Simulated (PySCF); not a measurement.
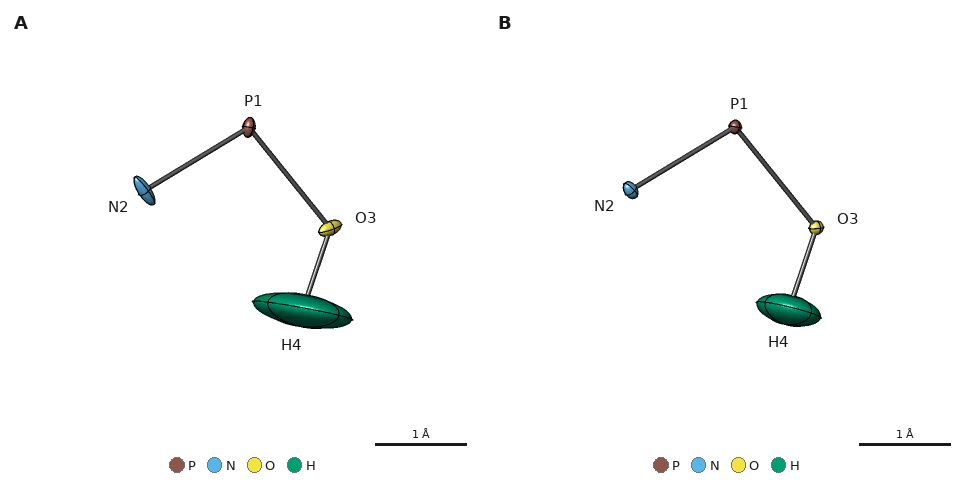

Displacement ellipsoids at the 50 % level, scaled by 1.5, from the internal vibrations of the free molecule (harmonic, no overall translation or rotation; no half-axis is drawn under 0.075 Å). Charge 0, doublet. Vibrations computed with UKS-based PBE0, P def2-TZVP, N def2-TZVP, O def2-TZVP, H def2-TZVP; non-relativistic; density fitting (PySCF 2.14.0). One panel is for 200 K, the other for 900 K.

Which panel is for 900 K?

A.

How much does the mean-square displacement of N2 grow, and why?

U_eq goes from 0.0010 to 0.0030 Å², a factor of 2.9. Modes below kT (626 cm⁻¹ at 900 K) grow about in proportion to T, and the lowest lies at 289 cm⁻¹; the mean-square amplitude of a mode is its zero-point value times coth(ħω/2kT), which comes close to 1 only above about 3kT.
